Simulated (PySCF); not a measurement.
# C5H11ClSi: what the fields show

Input file:

```
{"job": {"kind": "nmr", "xc": "PBE0", "basis": "pcSseg-1"}, "charge": 0, "multiplicity": 1}
C      2.434808     0.540087     0.200776
C      1.540007    -0.377420    -0.115803
C      0.438348    -0.169935    -1.104653
C     -0.955416    -0.137828    -0.450155
C     -1.308903    -1.484233     0.179315
Si    -1.133879     1.277922     0.819743
Cl    -0.599516     3.018406    -0.046848
H      2.429636     1.516269    -0.255996
H      3.212233     0.354938     0.922968
H      1.574424    -1.352030     0.353294
H      0.459825    -0.982986    -1.838012
H      0.602317     0.769901    -1.636572
H     -1.673525     0.039361    -1.261301
H     -1.184103    -2.291737    -0.541193
H     -0.677745    -1.691987     1.039424
H     -2.343081    -1.487398     0.516118
H     -2.537689     1.394303     1.216827
H     -0.286499     1.070685     1.990410
```

Launched as:

```sh
OMP_NUM_THREADS=1 python probes_run.py task.json out
```

Geometry: GFN2-xTB.

Level of theory: PBE0/pcSseg-1, SCF density, gas phase, non-relativistic (PySCF 2.14.0).

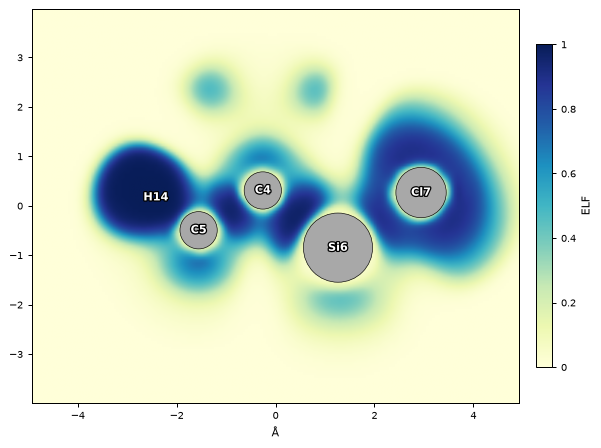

Figure 1. ELF on the plane of atoms C4, C5 and H14. Grey discs cover the atomic cores.

**Describe what can be read from this map.**

- Atoms in the plane: C, Si, Cl and H.
- C–Si (1.91 Å): the ELF peaks at about 0.95 between the atoms; localised, covalent bonding.
- Si–Cl (2.02 Å): the ELF peaks at about 0.90 between the atoms, as expected for a shared but strongly polarised pair.
- C–H (1.09 Å): the ELF climbs to about 1 towards the hydrogen, as it does in any bond to H; an ordinary covalent bond to hydrogen.
- The ELF also peaks beside Cl7, away from the bonds: lone-pair regions.

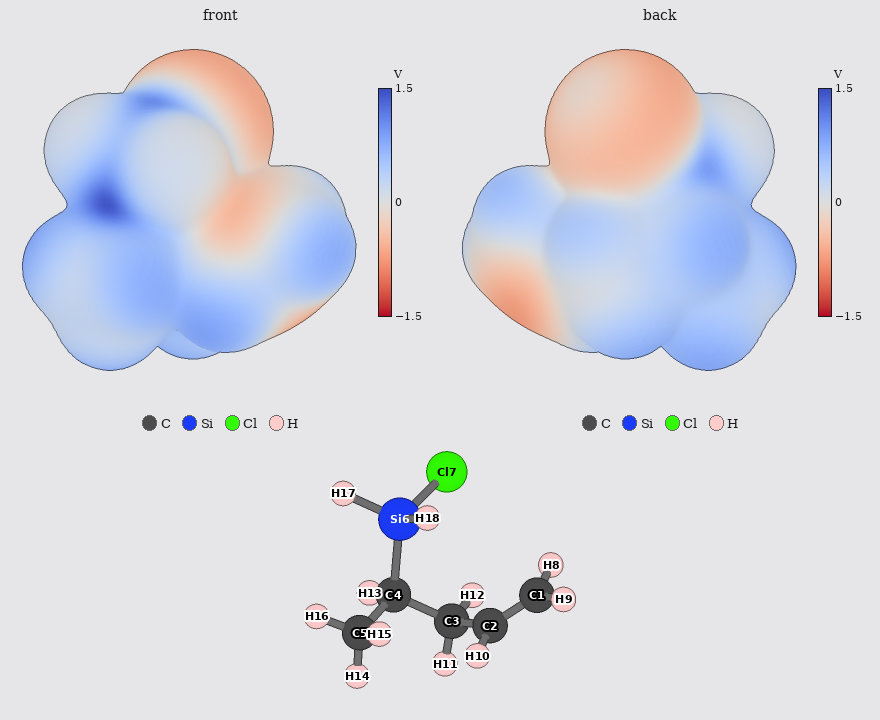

Figure 2. The molecular electrostatic potential painted on the density surface at 0.002 e/bohr³, seen from the front and from behind; the colour scale runs from red (negative) to blue (positive). The bare structure is drawn below in the same view.

**Where is the surface potential most negative and most positive?**

The most negative region (about −0.7 V) lies over the π face of C1 and C2, the most positive (about +1.2 V) over Si6.
